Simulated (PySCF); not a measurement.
**One shape, several levels: CH4O3Si (SMILES O=CO[SiH2]O)**

Wanted: a comparison of 3 runs (TPSSh/pc-0, TPSSh/pc-1, TPSSh/aug-pc-1) of CH4O3Si. The job is set up through a Python script.

The results are computed with PySCF 2.14.0.

**1. The molecule**

CH4O3Si: 9 atoms, total charge 0, spin state singlet. SMILES: `O=CO[SiH2]O`. The shape is that of a GFN2-xTB optimisation. This is one conformer, not always the lowest.

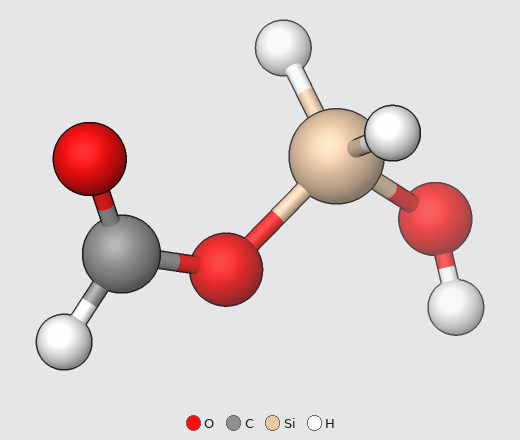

Viewed from a chosen angle; oxygen red, carbon grey, silicon light orange, hydrogen white.

**2. The energy at TPSSh/pc-0 (run 1)**

Input file run.py:

```python
# O=CO[SiH2]O
from pyscf import gto, dft

mol = gto.M(
    atom='''
O      0.564380     2.216300     0.251990
C     -0.220270     1.518470     0.819010
O     -0.450760     0.257690     0.560690
Si     0.341250    -0.616660    -0.634700
O     -0.427000    -2.034150    -0.640960
H     -0.858820     1.870600     1.650170
H      0.085550    -0.039900    -1.938510
H      1.732550    -0.728070    -0.218860
H     -0.766870    -2.444280     0.151170
''',
    max_memory=1860,
    verbose=3,
    basis='pc-0',
)

mf = dft.RKS(mol, xc='tpssh')
mf.conv_tol = 1e-10
mf.grids.level = 4
mf.kernel()
if not mf.converged:
    mf = mf.newton().run(mf.mo_coeff, mf.mo_occ)

e_tot = mf.e_tot
print(f'total energy: {e_tot:.8f} hartree')
```

On the command line:

```sh
$ OMP_NUM_THREADS=1 python run.py
```

The program printed:

```text
converged SCF energy = -554.774939767833
total energy: -554.77493977 hartree
```

Wall time 16 s (1 thread of Arm Neoverse V2, shared host); peak memory 0.32 GiB.

**3. The energy at TPSSh/pc-1 (run 2)**

Input file input.xyz:

```xyz
9
CH4O3Si
O      0.564380     2.216300     0.251990
C     -0.220270     1.518470     0.819010
O     -0.450760     0.257690     0.560690
Si     0.341250    -0.616660    -0.634700
O     -0.427000    -2.034150    -0.640960
H     -0.858820     1.870600     1.650170
H      0.085550    -0.039900    -1.938510
H      1.732550    -0.728070    -0.218860
H     -0.766870    -2.444280     0.151170
```

Input file job.py:

```python
# O=CO[SiH2]O
from pyscf import gto, dft

mol = gto.M(
    atom='input.xyz',
    basis='pc-1',
    max_memory=1860,
    spin=0,
    verbose=4,
)

myscf = dft.RKS(mol)
myscf.xc = 'tpssh'
myscf.grids.level = 4
myscf.conv_tol = 1e-10
myscf.kernel()
if not myscf.converged:
    myscf = myscf.newton().run(myscf.mo_coeff, myscf.mo_occ)

etot = myscf.e_tot
print('E(%s) = %.9f' % ('TPSSH', etot))
```

On the command line:

```sh
$ OMP_NUM_THREADS=1 python job.py
```

The program printed:

```text
PySCF version 2.14.0

[... 78 lines left out ...]
converged SCF energy = -555.726656550062
E(TPSSH) = -555.726656550
```

Run time: 33 s. Hardware: 1 thread of Arm Neoverse V2, shared host; peak memory 0.49 GiB.

**4. The energy at TPSSh/aug-pc-1 (run 3)**

Input file geometry.xyz:

```xyz
9

O      0.564380     2.216300     0.251990
C     -0.220270     1.518470     0.819010
O     -0.450760     0.257690     0.560690
Si     0.341250    -0.616660    -0.634700
O     -0.427000    -2.034150    -0.640960
H     -0.858820     1.870600     1.650170
H      0.085550    -0.039900    -1.938510
H      1.732550    -0.728070    -0.218860
H     -0.766870    -2.444280     0.151170
```

Input file input.py:

```python
from pyscf import gto, dft

system = gto.M(
    atom='geometry.xyz',
    verbose=4,
    max_memory=1860,
    spin=0,
    charge=0,
    basis='aug-pc-1',
)

mf = dft.RKS(system)
mf.xc = 'tpssh'
mf.conv_tol = 1e-10
mf.grids.level = 4
mf.kernel()
if not mf.converged:
    mf = mf.newton().run(mf.mo_coeff, mf.mo_occ)

e_final = mf.e_tot
print('Final energy', e_final)
```

On the command line:

```sh
$ OMP_NUM_THREADS=1 python input.py
```

The program printed:

```text
PySCF version 2.14.0

[... 78 lines left out ...]
converged SCF energy = -555.747292628351
Final energy -555.747292628351
```

Wall time 76 s (1 thread of Arm Neoverse V2, shared host); peak memory 1.2 GiB.

**5. All runs side by side**

| run | level | energy (Eh) | dipole moment (D) | HOMO energy (eV) | LUMO energy (eV) | wall time |
| --- | --- | --- | --- | --- | --- | --- |
| 1 | TPSSh/pc-0 | -554.774940 | 2.35 | -7.43 | -0.58 | 16 s |
| 2 | TPSSh/pc-1 | -555.726657 | 2.58 | -7.53 | -0.59 | 33 s |
| 3 | TPSSh/aug-pc-1 | -555.747293 | 2.52 | -7.59 | -0.79 | 76 s |

**6. Summary of results**

| quantity | value |
| --- | --- |
| run 3: total energy | -555.74729 Eh |
| run 3: dipole moment | 2.52 D |
| run 3: HOMO energy | -7.59 eV |
| run 3: LUMO energy | -0.79 eV |
| run 3: HOMO–LUMO gap | 6.81 eV |

In words: The dipole moment (its size) runs from 2.35 D (TPSSh/pc-0) to 2.58 D (TPSSh/pc-1). The HOMO–LUMO gap runs from 6.81 eV (TPSSh/aug-pc-1) to 6.94 eV (TPSSh/pc-1). All runs together took 2.1 min, the longest 76 s.
